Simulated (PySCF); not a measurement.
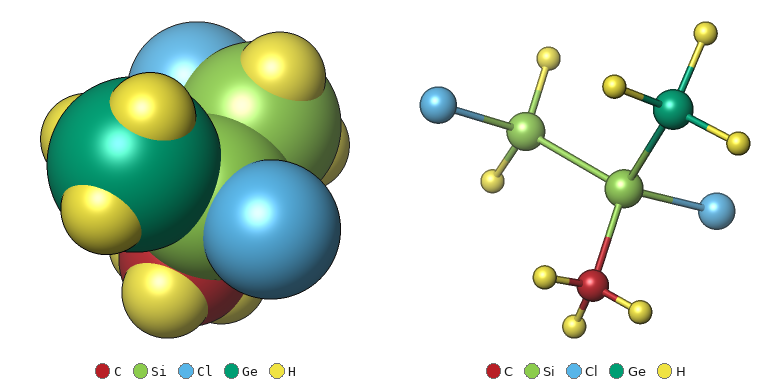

The same structure drawn twice, from different directions.

Computed geometry: GFN2-xTB optimisation. No frequency run is at hand to confirm it as a minimum.

Count the atoms of each element.

Answer. CH8Cl2GeSi2, 14 atoms: 1 carbon, 8 hydrogen, 2 chlorine, 1 germanium and 2 silicon.

Give the symmetry (Schoenflies symbol).

Answer. C1.

Count the bonded pairs by element.

Answer. 3 C–H, 3 Ge–H, 2 Cl–Si, 2 Si–H, 1 C–Si, 1 Ge–Si, 1 Si–Si.

Name functional groups in it.

Answer. Among them: Si–H bond.

Write the SMILES.

Answer. C[Si@](Cl)([GeH3])[SiH2]Cl

The parts below concern this one geometry. Atoms keep their numbers from picture to picture.

Shape

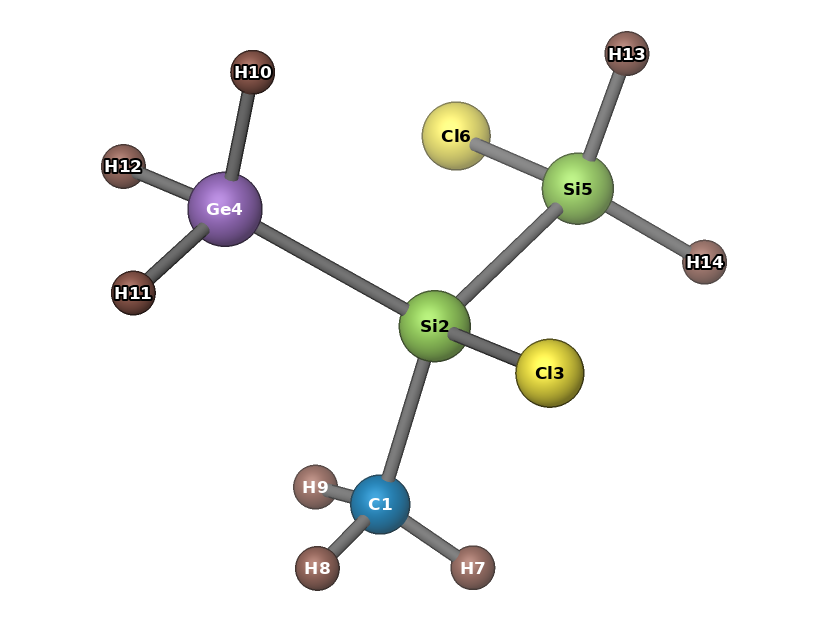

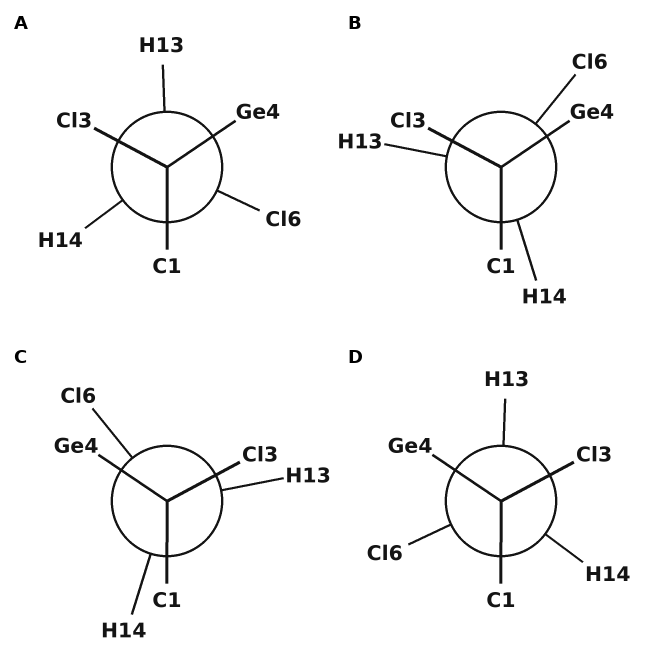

Distant atoms are faded towards the background colour. Bonds that would overlap in a projection are set slightly apart. No frequency run is at hand to confirm it as a minimum.

Which Newman projection shows the view along Si2–Si5, with Si2 in front?

Answer. D. The torsion angle Ge4–Si2–Si5–Cl6 is −59°, synclinal (gauche).

Dipole moment

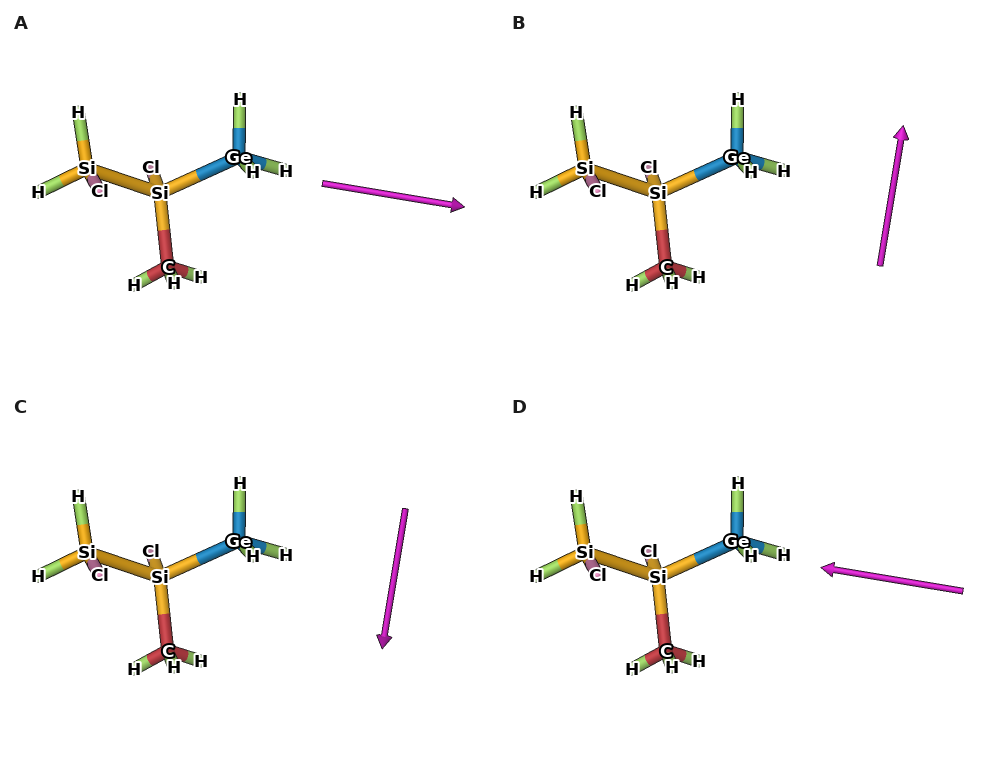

The same molecule four times, each with an arrow. No frequency run is at hand to confirm it as a minimum. Method: ωB97X-D/def2-SVPD, gas phase (PySCF 2.14.0).

Which arrow points along the dipole moment, from the negative to the positive end?

Answer. C. The dipole moment is 1.04 D.

Polarisability

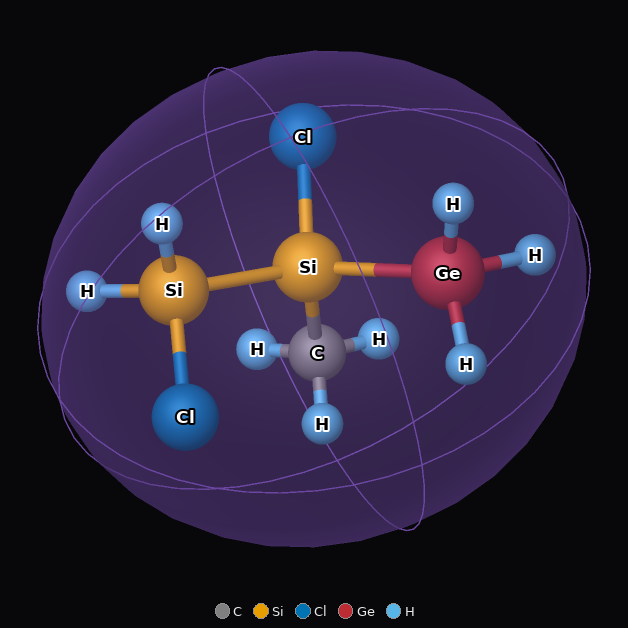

The ellipsoid shows the static dipole polarisability: its half-axes are proportional to the principal values. No frequency run is at hand to confirm it as a minimum. Method: ωB97X-D/def2-SVPD (PySCF 2.14.0).

Give the principal values, the mean and the anisotropy.

Answer. Principal values 113.4, 127.9, 135.8 bohr³; mean 125.7 bohr³ (18.63 Å³); anisotropy 19.6 bohr³, so the longest axis is 1.20 times the shortest.

Excitation

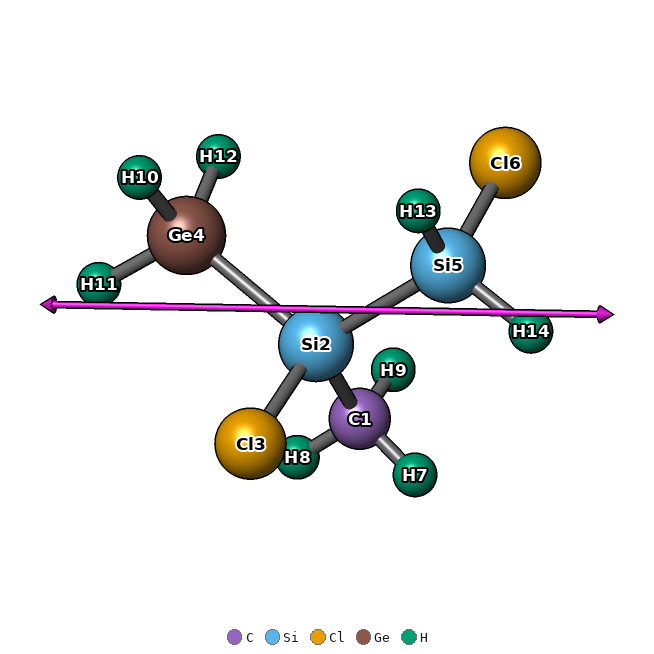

The double arrow shows the direction of the transition dipole to excited singlet state 7 (its length means nothing). No frequency run is at hand to confirm it as a minimum. Properties computed with TDDFT ωB97X-D/def2-SVPD, vertical, gas phase, core orbitals frozen in the response (PySCF 2.14.0).

Give its energy, strength and character.

Answer. 7.60 eV (163 nm), oscillator strength 0.29, mainly HOMO → LUMO+4 (weight 0.74); transition dipole 3.19 D.

The geometry is semi-empirical. Around Ge, Si such bond lengths and angles can be off by a tenth of an ångström or more and by several degrees, and values that hang on the shape move with them.
